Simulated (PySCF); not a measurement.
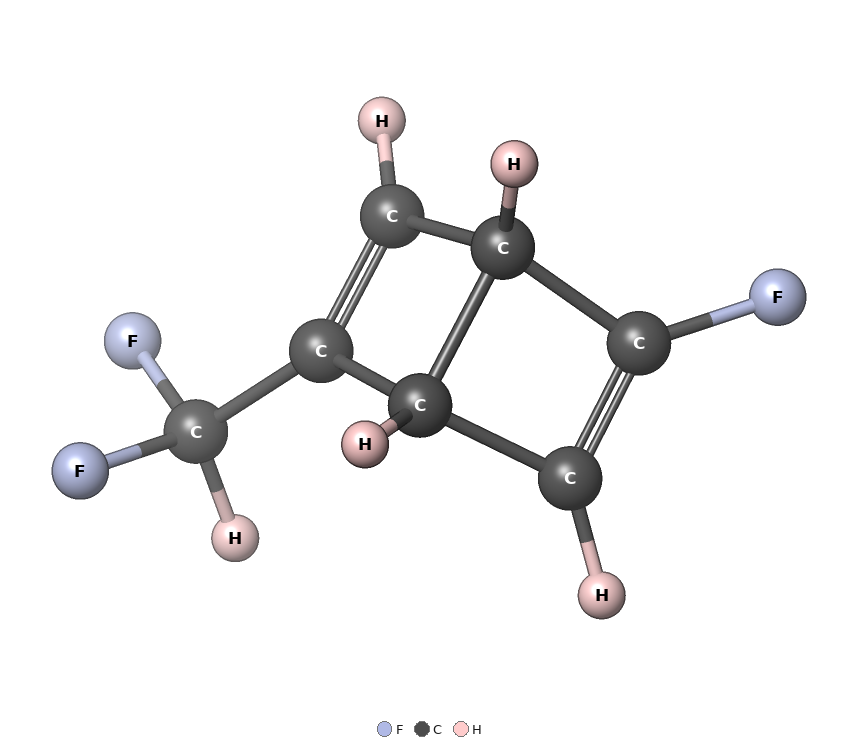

Orthographic view. Distant atoms are faded towards the background colour. Geometry: an end point of a reaction path computed with GFN2-xTB.

Give the standard InChI.

InChI=1S/C7H5F3/c8-6-2-3-4(6)1-5(3)7(9)10/h1-4,7H/t3-,4-/m0/s1
